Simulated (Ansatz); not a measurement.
HfN (rock salt)

```
CELL_PARAMETERS angstrom
      0.00000     4.52593     4.52593
      2.26297     0.00000     2.26297
      2.26297     2.26297     0.00000
ATOMIC_POSITIONS crystal
  N  0.00000 0.00000 0.00000
  N  0.50000 0.00000 0.00000
  Hf 0.25000 0.50000 0.50000
  Hf 0.75000 0.50000 0.50000
```

Scan: atom 3 (Hf, nearest neighbour N at 2.263 Å; its periodic images, 3.2 Å or more away, move with it) is displaced towards the nearest neighbour, direction (-1.000, 0.000, 0.000) in Cartesian axes, by s. The other atoms stay.

Level of theory: r2SCAN (plane waves to 500 eV, PAW, scalar-relativistic; Ansatz, a program for electronic structure). k mesh 7×14×14 (Γ-centred), Fermi-Dirac smearing 0.05 eV. The energy includes the smearing's −TS. With partly filled bands, energies and forces of such displacements shift with the k mesh and the smearing. F∥ is the force on the atom along that direction. HfN is run without spin polarisation. HfN was relaxed with its symmetry unable to fall. Spin-orbit coupling is left out, though Hf is heavy. The PAW data are Ansatz's earlier set. The zero of ΔE is the undisplaced structure.

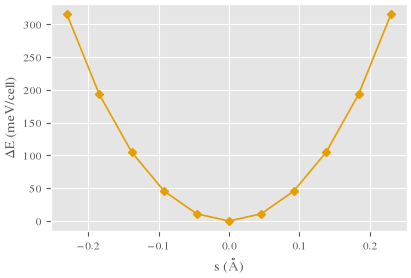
Fig. 1. ΔE (meV/cell) against s (Å); computed points joined by lines.

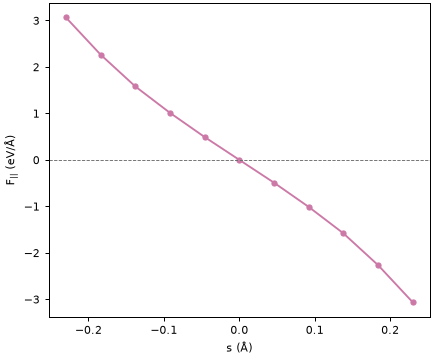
Figure: F∥ (eV/Å) against s (Å); one marker a computed point.

The force along the line at s = -0.230 Å comes out as 3.07 eV/Å and the force constant k = d²E/ds² at s = 0 (finite differences) comes out as 10.6 eV/Å². The energy at s = 0.230 Å is 315 meV/cell. Harmonic estimate at the end of the scan: ½ks² = 280 meV/cell against the computed 315 meV/cell, so the well is stiffer than harmonic there. Shape of the curve: a single well with its minimum at or next to zero displacement.

The forces along the line at the two nearest points give (0.492 − (-0.492)) / (2·0.046) = 10.70 eV/Å²; the next pair corrects for the finite step.

(A displaced cell: forces are minus the slopes of the energy, force constants its curvatures, and phonons follow from these.)
